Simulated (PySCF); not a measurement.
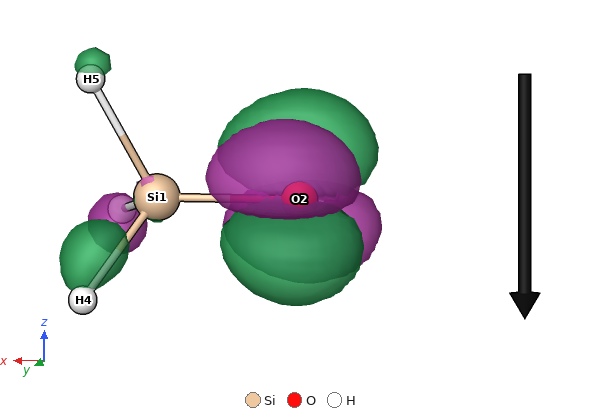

*H3OSi, doublet, SMILES `[SiH3][O]`. Change of the electron density in a uniform field of 0.51 V/Å along −z (arrow), surfaces at ±0.02 e/Å³ (green: gain, purple: loss).*

PySCF calculation, M06-2X/6-311+G**, gas phase; geometry: GFN2-xTB. No frequency check shows the geometry to be a minimum. The basis has diffuse s and p functions alone, which still leaves polarisabilities too small, most of all across bonds. The stability of the open-shell solution wasn't checked. GFN2-xTB doesn't know the spin state, so this open-shell geometry is rough.

The calculation's input:

```python
import numpy as np
from pyscf import gto, scf, dft
from pyscf.scf import atom_ks, atom_hf
from scipy.linalg import block_diag

def solve(mol, dm0=None, hcore=None):
    mf = (dft.UKS if mol.spin else dft.RKS)(mol, xc='m062x')
    mf.grids.level = 3
    mf = mf.density_fit(auxbasis='def2-universal-jkfit')
    mf.conv_tol, mf.max_cycle = 1e-8, 80
    if hcore is not None:
        mf.get_hcore = lambda *args: hcore
    mf.kernel(dm0)
    if not mf.converged:
        mf = mf.newton().run(mf.mo_coeff, mf.mo_occ, max_cycle=30)
    assert mf.converged, 'SCF not converged'
    return mf

mol = gto.M(atom='''
Si     0.41475    -0.00086    -0.00062
O     -1.11537     0.00058     0.00029
H      1.03764    -1.33399    -0.25241
H      1.03977     0.89246    -1.02094
H      1.03906     0.44887     1.27974
''', basis='6-311+g**', charge=0, spin=1, verbose=4)
field = np.array([-0.0, -0.0, -0.01])  # atomic units
mol.set_common_orig(mol.atom_charges() @ mol.atom_coords() / mol.atom_charges().sum())
mf = solve(mol)
out = dict(dm0=mf.make_rdm1(), d0=mf.dip_moment(unit='AU'), e0=mf.e_tot)
for name, sign in (('p', 1), ('m', -1)):
    h = mf.get_hcore() + sign * np.einsum('x,xij->ij', field, mol.intor('int1e_r'))
    mi = solve(mol, mf.make_rdm1(), h)
    out.update({'dm' + name: mi.make_rdm1(), 'd' + name: mi.dip_moment(unit='AU'), 'e' + name: mi.e_tot})
# spherically averaged free atoms, for the promolecule
atm = atom_ks.get_atm_nrks(mol, xc='m062x')
pro = block_diag(*[(atm[a[0]][2] * atm[a[0]][3]) @ atm[a[0]][2].T for a in mol._atom])
np.savez('result.npz', pro=pro, **out)
```

Run with:

```sh
OMP_NUM_THREADS=1 python input.py
```

The run took 42 s on 1 thread of Intel(R) Xeon(R) Platinum 8488C (Sapphire Rapids), on a shared host, peak memory 0.35 GiB.

Partitions, critical points and surface values were worked out afterwards from this run's density.

Question: What dipole is induced, and what polarisability does it imply?

Answer: The induced dipole is 0.61 D (+0.54 D along the field); α along this axis, from the fields in both directions, is 27 bohr³ (4.0 Å³). The response isn't linear: the two directions induce 0.61 and 0.88 D.

Question: Which atoms gain and lose the most charge?

Answer: Electrons gather most on H5 (Hirshfeld charge changes by −0.023 e) and leave H3 most (+0.023 e); 0.307 electrons are displaced in all.
